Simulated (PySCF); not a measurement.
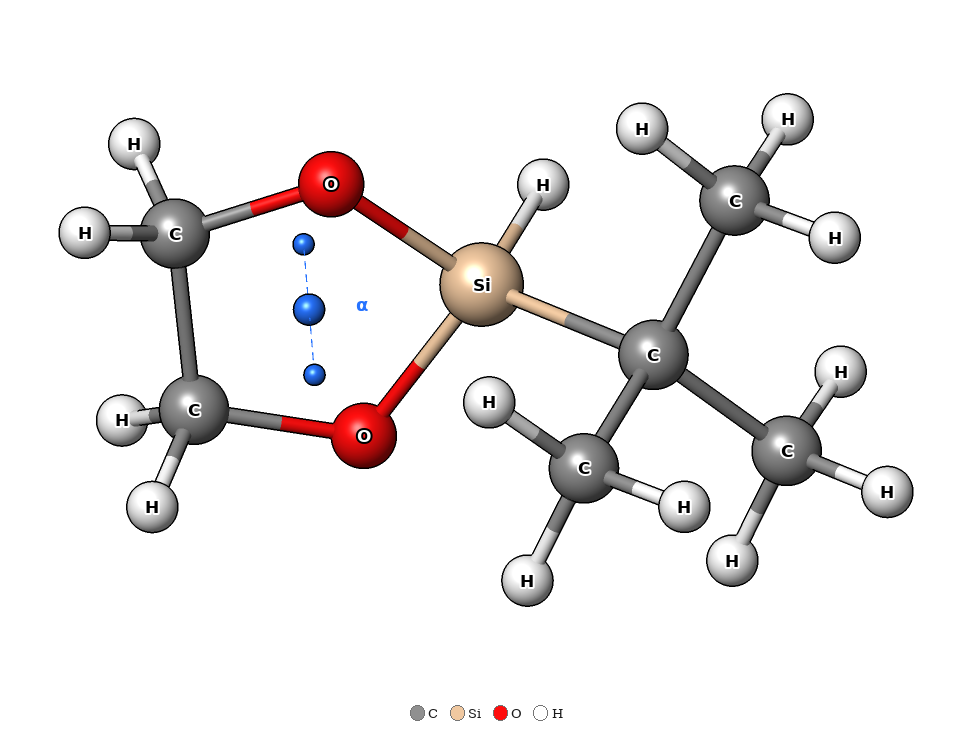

The small points mark where nucleus-independent chemical shifts (NICS) were computed: at the centre of each lettered ring and 1 Å above and below it. Computed geometry: GFN2-xTB optimisation. No frequency run is at hand to confirm it as a minimum. Level of theory: GIAO PBE0/pcSseg-1 NMR shielding, non-relativistic, gas phase (PySCF 2.14.0).

Give NICS(0), NICS(1) and the out-of-plane component NICS(1)zz for each ring (means of the two sides).

```tsv
ring	members	NICS(0)	NICS(1)	NICS(1)zz
α	C2O2Si	−7.4	−2.6	−5.4
```

Values in ppm.

What do the values say about the ring currents?

Ring α: weak, as in a non-aromatic ring. NICS is one index among several.

The geometry is semi-empirical. Around Si such bond lengths and angles can be off by a tenth of an ångström or more and by several degrees, and values that hang on the shape move with them.
